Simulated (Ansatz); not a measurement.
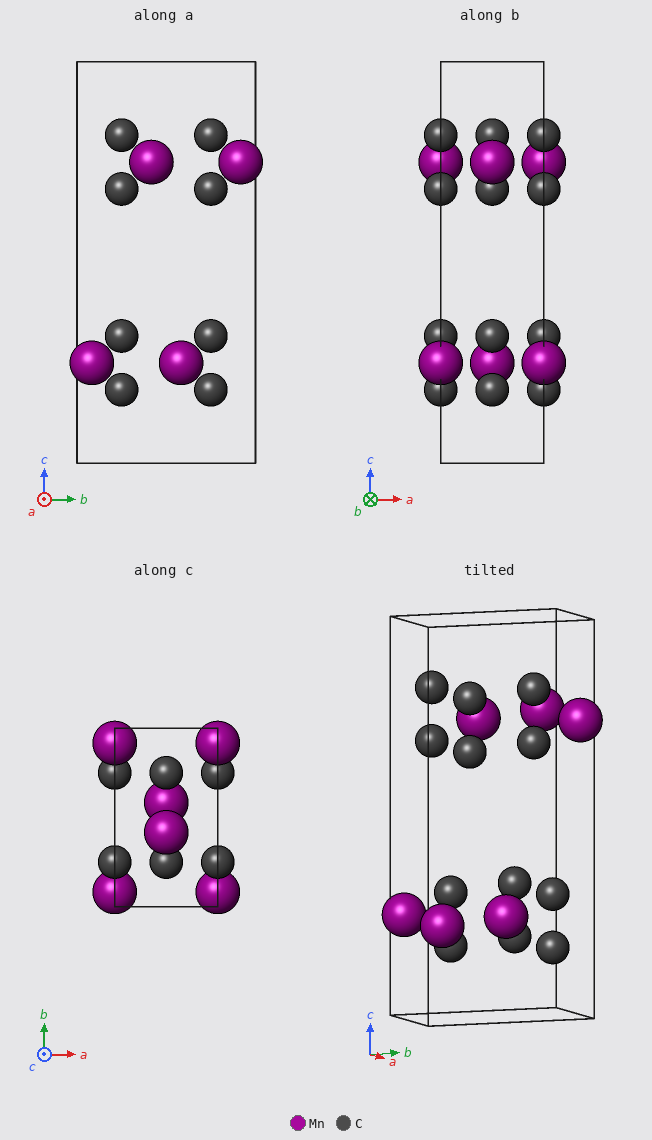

Crystal structure, spheres-only style, seen along the a axis, along the b axis, along the c axis and slightly off an axis. The outline marks the conventional unit cell.

Lattice parameters: a = 3.006 Å, b = 5.207 Å, c = 11.714 Å, α = 90.00°, β = 90.00°, γ = 90.00°. Put a along x and b in the xy plane.

Convert the drawing into a POSCAR file, with free fractional coordinates to two decimals.

```
Mn C
1.0
     3.006    0.000    0.000
     0.000    5.207    0.000
     0.000    0.000   11.714
Mn C
4 8
Direct
  0.00 0.08 0.25
  0.50 0.42 0.75
  0.50 0.58 0.25
  0.00 0.92 0.75
  0.00 0.25 0.68
  0.00 0.25 0.82
  0.50 0.25 0.32
  0.50 0.25 0.18
  0.50 0.75 0.68
  0.50 0.75 0.82
  0.00 0.75 0.32
  0.00 0.75 0.18
```

The model was built from a structure type filled with these elements by a generator (whether the compound takes this form wasn't checked). Earlier steps of the study may have refined or changed the cell and positions. A calculation with Ansatz used it as input.
